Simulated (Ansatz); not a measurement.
## Electronic structure of H$_{2}$Te in real space

The calculation's input:

```
crystal:
  periodic: [false, false, false]
  atoms:
    - {symbol: Te, position_ang: [-0.055418, -0.541526, -1.961669]}
    - {symbol: H, position_ang: [0.712455, 0.879103, -1.602466]}
    - {symbol: H, position_ang: [-0.728338, 0.149829, -3.312448]}
basis:
  gaussian: {orbitals: "def2-TZVPPD.json"}
hamiltonian: {xc: pbe0, dispersion: d4}
output: {orbitals: {seedname: orbitals}}
```

Launched as:

```sh
ansatz run in.yaml --threads 4 --pin off --events-out ev --progress --plain --max-ram 9574MiB
```

Geometry: PBE0-D4/def2-TZVP; core potentials replace the inner electrons of Te.

Method: Ansatz, RKS PBE0-D4/def2-TZVPPD.

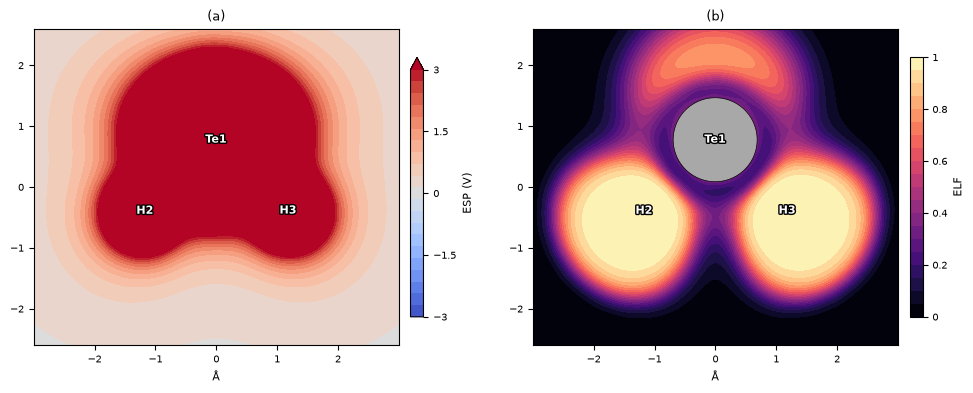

Figure 1. (a) electrostatic potential; (b) electron localisation function on the molecular plane. Grey discs cover the atomic cores in the ELF map.

Q: What do the fields say about this system?

A:
- The section cuts through Te and H sites.
- Te–H (1.65 Å): the ELF climbs to about 1 towards the hydrogen, as it does in any bond to H.
- The ELF also peaks beside Te1, away from the bonds: lone-pair regions.
- The potential has no marked negative region in this plane.

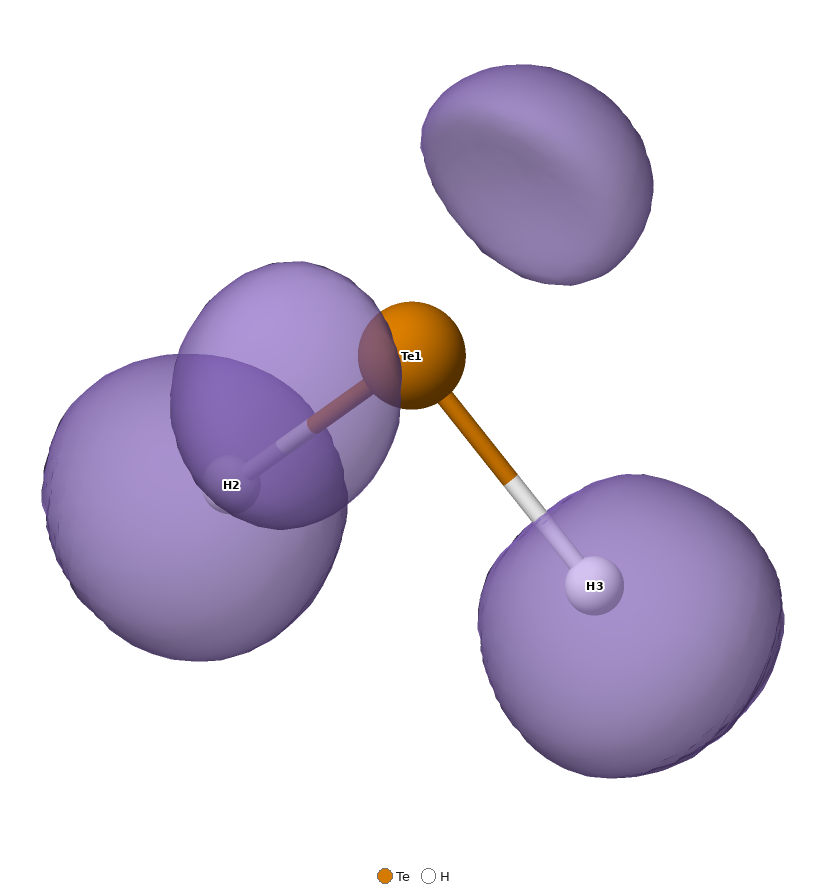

Figure 2. Isosurface of the ELF at 0.9 (purple), seen at a tilt. Core shells and regions of very low density are left out.

Q: What do the ELF domains correspond to?

A: At this value the surface marks out two regions around hydrogen nuclei and two lobes on Te, pointing away from the bonds (lone pairs).

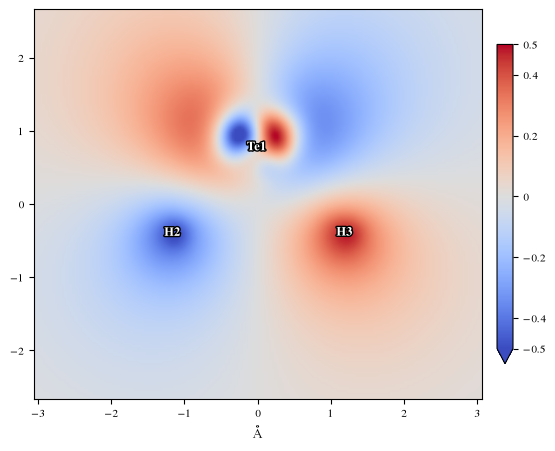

Figure 3. The LUMO on the molecular plane (values in Å⁻³ᐟ²; the overall sign is arbitrary).

Q: What is the character of this orbital?

A: It lies mainly on Te1 (about 70 %), H2 (about 15 %) and H3 (about 15 %); it is symmetric in the molecular plane (an in-plane orbital: σ, lone-pair or in-plane π type). Its energy is −0.77 eV.
